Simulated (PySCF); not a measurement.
# [Sm(NH3)2]2+: how settings move a single point

Aim: repeat the single point on relaxed [Sm(NH3)2]2+ with altered settings, some of them bad on purpose. The structure is generated, not taken from experiment.

The runs use PySCF 2.14.0; PBE0, Sm lcecp-0-SVP with ECP52, N def2-SVP, H def2-SVP; scalar-relativistic core potentials, no spin–orbit coupling.

3 further runs of the same task are left out: 2 for a known fault of the program, 1 that didn't finish.

## (1) Where the work starts

9 atoms, charge 2, spin multiplicity 1.

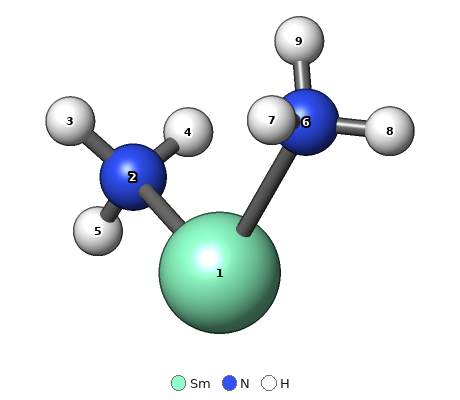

The structure; samarium green, nitrogen blue, hydrogen white; atoms are numbered from 1 in the order of the file.

As a file:

```xyz
9
H6N2Sm
Sm   -0.0134   -1.3008   -0.0001
N     0.0021    0.2007    2.1665
H     0.8154    0.8222    2.2637
H    -0.7982    0.8389    2.2637
H    -0.0033   -0.3215    3.0525
N     0.0021    0.2012   -2.1663
H     0.8068    0.0536   -2.7893
H    -0.8055    0.0702   -2.7893
H     0.0125    1.2158   -2.0015
```

Formal oxidation states: Sm +2. Each metal's 6 4f electrons lie in its core potential, so multiplicities, spins and levels count the valence alone. An earlier session relaxed this geometry at PBE0, Sm lcecp-0-SVP with ECP52, N def2-SVP, H def2-SVP (singlet, point group Cs).

The sound run used a (50, 194) grid (finer on f atoms), a threshold of 1e-8 and at most 55 cycles, and ended at -141.266046 Eh.

## (2) Altered run 1

Input file run.py (the lines that set the calculation):

```python
mol = gto.M(atom='''
Sm    -0.01342    -1.30080    -0.00014
N      0.00207     0.20068     2.16648
H      0.81537     0.82223     2.26374
H     -0.79823     0.83887     2.26374
H     -0.00332    -0.32150     3.05249
N      0.00207     0.20117    -2.16628
H      0.80681     0.05356    -2.78925
H     -0.80554     0.07019    -2.78925
H      0.01254     1.21575    -2.00153''',
    basis={'Sm': 'lcecp-0-SVP', 'N': 'def2-SVP', 'H': 'def2-SVP'},
    ecp={'Sm': 'lcecp-0-SVP'},
    charge=2, spin=0)
mf = dft.RKS(mol, xc='PBE0')
mf.grids.atom_grid = (99, 590)  # f atoms: unpruned, at least (60, 302)
mf = mf.density_fit()  # fitting sets: Sm AutoAux, N def2-universal-JKFIT, H def2-universal-JKFIT
mf.conv_tol = 1e-08; mf.max_cycle = 55
mf.kernel(dm0)  # dm0: free metal ions and neutral atoms
```

Launch:

```sh
OMP_NUM_THREADS=2 python run.py
```

Output:

```text
init E= -140.933939867237
cycle= 1 E= -141.180056738243  delta_E= -0.246  |g|= 0.621  |ddm|= 2.37
cycle= 2 E= -141.144300136534  delta_E= 0.0358  |g|= 0.742  |ddm|= 1.02
cycle= 3 E= -141.264967875471  delta_E= -0.121  |g|= 0.0677  |ddm|= 0.614
cycle= 4 E= -141.266041784139  delta_E= -0.00107  |g|= 0.00284  |ddm|= 0.0604
cycle= 5 E= -141.266043735479  delta_E= -1.95e-06  |g|= 0.000857  |ddm|= 0.00533
cycle= 6 E= -141.266043946341  delta_E= -2.11e-07  |g|= 0.000168  |ddm|= 0.00127
cycle= 7 E= -141.266043953656  delta_E= -7.31e-09  |g|= 1.61e-05  |ddm|= 0.000191
Extra cycle  E= -141.266043953696  delta_E= -3.99e-11  |g|= 1.01e-05  |ddm|= 2.12e-05
converged SCF energy = -141.266043953696
```

It took 6.5 s on 2 threads of Arm Neoverse V2, shared host.

Changed: the integration grid, to (99, 590). It converges in 7 cycles, at the sound run's energy within 0.001 eV, with a largest force component of 0.01 eV/Å. The result survives the change.

## (3) Altered run 2

Changes to run.py (the lines that set the calculation) since step 2:

```diff
@@ -14,5 +14,5 @@
 mf = dft.RKS(mol, xc='PBE0')
-mf.grids.atom_grid = (99, 590)  # f atoms: unpruned, at least (60, 302)
+mf.grids.atom_grid = (50, 194)  # f atoms: unpruned, at least (60, 302)
 mf = mf.density_fit()  # fitting sets: Sm AutoAux, N def2-universal-JKFIT, H def2-universal-JKFIT
 mf.conv_tol = 1e-08; mf.max_cycle = 55
-mf.kernel(dm0)  # dm0: free metal ions and neutral atoms
+mf.kernel(dm0)  # dm0: smeared density
```

Launch:

```sh
OMP_NUM_THREADS=2 python run.py
```

Output:

```text
init E= -141.257546378812
cycle= 1 E= -141.266021521729  delta_E= -0.00848  |g|= 0.0092  |ddm|= 0.0211
cycle= 2 E= -141.266010442905  delta_E= 1.11e-05  |g|= 0.0127  |ddm|= 0.022
cycle= 3 E= -141.266045890232  delta_E= -3.54e-05  |g|= 0.000405  |ddm|= 0.00957
cycle= 4 E= -141.266045949044  delta_E= -5.88e-08  |g|= 7.62e-05  |ddm|= 0.000821
cycle= 5 E= -141.266045950529  delta_E= -1.48e-09  |g|= 1.11e-05  |ddm|= 0.000101
Extra cycle  E= -141.266045950553  delta_E= -2.43e-11  |g|= 7.71e-06  |ddm|= 2e-05
converged SCF energy = -141.266045950553
```

It took 2.4 s on 2 threads of Arm Neoverse V2, shared host.

Changed: the starting guess (smeared density). It converges in 5 cycles, at the sound run's energy within 0.001 eV, with a largest force component of 0.01 eV/Å. The result survives the change.

## (4) Altered run 3

Input file run.py (the lines that set the calculation):

```python
mol = gto.M(atom='''
Sm    -0.01503    -1.45690    -0.00016
N      0.00232     0.22476     2.42646
H      0.91321     0.92090     2.53539
H     -0.89402     0.93954     2.53539
H     -0.00371    -0.36008     3.41879
N      0.00232     0.22531    -2.42623
H      0.90363     0.05999    -3.12396
H     -0.90220     0.07861    -3.12396
H      0.01404     1.36164    -2.24171''',
    basis={'Sm': 'lcecp-0-SVP', 'N': 'def2-SVP', 'H': 'def2-SVP'},
    ecp={'Sm': 'lcecp-0-SVP'},
    charge=2, spin=0)
mf = dft.RKS(mol, xc='PBE0')
mf.grids.atom_grid = (50, 194)  # f atoms: unpruned, at least (60, 302)
mf = mf.density_fit()  # fitting sets: Sm AutoAux, N def2-universal-JKFIT, H def2-universal-JKFIT
mf.conv_tol = 1e-08; mf.max_cycle = 55
mf.kernel(dm0)  # dm0: free metal ions and neutral atoms
```

Launch:

```sh
OMP_NUM_THREADS=2 python run.py
```

Output:

```text
init E= -140.506300002315
cycle= 1 E= -141.125956526817  delta_E= -0.62  |g|= 0.533  |ddm|= 2.19
cycle= 2 E= -141.074885578659  delta_E= 0.0511  |g|= 0.718  |ddm|= 0.915
cycle= 3 E= -141.194799532434  delta_E= -0.12  |g|= 0.0873  |ddm|= 0.594
cycle= 4 E= -141.196633163472  delta_E= -0.00183  |g|= 0.00289  |ddm|= 0.0759
cycle= 5 E= -141.19663539303  delta_E= -2.23e-06  |g|= 0.000946  |ddm|= 0.00534
cycle= 6 E= -141.196635649609  delta_E= -2.57e-07  |g|= 0.000182  |ddm|= 0.00121
cycle= 7 E= -141.19663565848  delta_E= -8.87e-09  |g|= 2.2e-05  |ddm|= 0.000196
Extra cycle  E= -141.196635658479  delta_E= 1.42e-12  |g|= 2.45e-05  |ddm|= 3.66e-05
converged SCF energy = -141.196635658479
```

Run time: 2.5 s. Hardware: 2 threads of Arm Neoverse V2, shared host.

Changed: the scale of all coordinates (1.12). It converges in 7 cycles, +1.889 eV from the sound run, with a largest force component of 3.60 eV/Å. The setting is unsound, so these numbers aren't the compound's.

## (5) Altered run 4

Input file run.py (the lines that set the calculation):

```python
mol = gto.M(atom='''
Sm    -0.01342    -1.30080    -0.00014
N      0.00207     0.20068     2.16648
H      0.81537     0.82223     2.26374
H     -0.79823     0.83887     2.26374
H     -0.00332    -0.32150     3.05249
N      0.00207     0.20117    -2.16628
H      0.80681     0.05356    -2.78925
H     -0.80554     0.07019    -2.78925
H      0.01254     1.21575    -2.00153''',
    basis={'Sm': 'lcecp-0-SVP', 'N': 'def2-SVP', 'H': 'def2-SVP'},
    ecp={'Sm': 'lcecp-0-SVP'},
    charge=2, spin=8)
mf = dft.UKS(mol, xc='PBE0')
mf.grids.atom_grid = (50, 194)  # f atoms: unpruned, at least (60, 302)
mf = mf.density_fit()  # fitting sets: Sm AutoAux, N def2-universal-JKFIT, H def2-universal-JKFIT
mf.conv_tol = 1e-08; mf.max_cycle = 61
mf.kernel(dm0)  # dm0: free metal ions and neutral atoms
```

Launch:

```sh
OMP_NUM_THREADS=2 python run.py
```

Output:

```text
init E= -141.840785982182
cycle= 1 E= -138.65802476418  delta_E= 3.18  |g|= 0.798  |ddm|= 3.17
cycle= 2 E= -134.477199336475  delta_E= 4.18  |g|=    2  |ddm|=  5.5
cycle= 3 E= -138.219105881495  delta_E= -3.74  |g|= 0.946  |ddm|= 4.27
cycle= 4 E= -137.564940961317  delta_E= 0.654  |g|= 1.14  |ddm|=  5.8
cycle= 5 E= -139.384102491079  delta_E= -1.82  |g|= 0.432  |ddm|= 4.46
cycle= 6 E= -139.574518262179  delta_E= -0.19  |g|= 0.0997  |ddm|= 0.906
cycle= 7 E= -139.599959972368  delta_E= -0.0254  |g|= 0.0487  |ddm|= 0.671
cycle= 8 E= -139.602543256273  delta_E= -0.00258  |g|= 0.0224  |ddm|= 0.236
cycle= 9 E= -139.60337484978  delta_E= -0.000832  |g|= 0.0213  |ddm|= 0.257
cycle= 10 E= -139.603984012591  delta_E= -0.000609  |g|= 0.012  |ddm|= 0.105
cycle= 11 E= -139.604403988173  delta_E= -0.00042  |g|= 0.00461  |ddm|= 0.174
cycle= 12 E= -139.60445004634  delta_E= -4.61e-05  |g|= 0.00398  |ddm|= 0.0626
cycle= 13 E= -139.604479278596  delta_E= -2.92e-05  |g|= 0.0016  |ddm|= 0.0279
cycle= 14 E= -139.604497485606  delta_E= -1.82e-05  |g|= 0.000781  |ddm|= 0.0398
cycle= 15 E= -139.604502839674  delta_E= -5.35e-06  |g|= 0.000483  |ddm|= 0.0185
cycle= 16 E= -139.604506323782  delta_E= -3.48e-06  |g|= 0.000435  |ddm|= 0.0139
cycle= 17 E= -139.60450969421  delta_E= -3.37e-06  |g|= 0.000382  |ddm|= 0.0147
cycle= 18 E= -139.604510769537  delta_E= -1.08e-06  |g|= 0.000385  |ddm|= 0.00479
cycle= 19 E= -139.604508953087  delta_E= 1.82e-06  |g|= 0.000358  |ddm|= 0.0103
cycle= 20 E= -139.604507444708  delta_E= 1.51e-06  |g|= 0.000301  |ddm|= 0.0203
cycle= 21 E= -139.604508244883  delta_E= -8e-07  |g|= 0.000189  |ddm|= 0.0316
cycle= 22 E= -139.604509161037  delta_E= -9.16e-07  |g|= 0.000105  |ddm|= 0.0167
cycle= 23 E= -139.604509359584  delta_E= -1.99e-07  |g|= 0.00011  |ddm|= 0.00925
cycle= 24 E= -139.604509433462  delta_E= -7.39e-08  |g|= 4.32e-05  |ddm|= 0.00306
cycle= 25 E= -139.604509455181  delta_E= -2.17e-08  |g|= 2.98e-05  |ddm|= 0.00143
cycle= 26 E= -139.604509466933  delta_E= -1.18e-08  |g|= 2.58e-05  |ddm|= 0.000854
cycle= 27 E= -139.604509484581  delta_E= -1.76e-08  |g|= 2.01e-05  |ddm|= 0.00161
cycle= 28 E= -139.604509492151  delta_E= -7.57e-09  |g|= 2.06e-05  |ddm|= 0.00076
Extra cycle  E= -139.604509499774  delta_E= -7.62e-09  |g|= 1.91e-05  |ddm|= 0.000796
converged SCF energy = -139.604509499774  <S^2> = 20.007084  2S+1 = 9.0015742
```

Wall time 6.7 s (2 threads of Arm Neoverse V2, shared host).

Changed: the spin (8 unpaired electrons); the cycle limit is 61. It converges in 28 cycles, +45.213 eV from the sound run, with a largest force component of 16.32 eV/Å. The setting is unsound, so these numbers aren't the compound's.

## (6) Results

| run | changed | ending | energy change (eV) | cycles | time | usable |
| --- | --- | --- | --- | --- | --- | --- |
| 1 | the integration grid | converged | 0.000 | 7 | 6.5 s | yes |
| 2 | the starting guess | converged | 0.000 | 5 | 2.4 s | yes |
| 3 | the scale of all coordinates | converged | +1.889 | 7 | 2.5 s | no |
| 4 | the spin | converged | +45.213 | 28 | 6.7 s | no |

2 of 4 altered runs give a usable result. 2 ended normally with numbers unfit to quote.
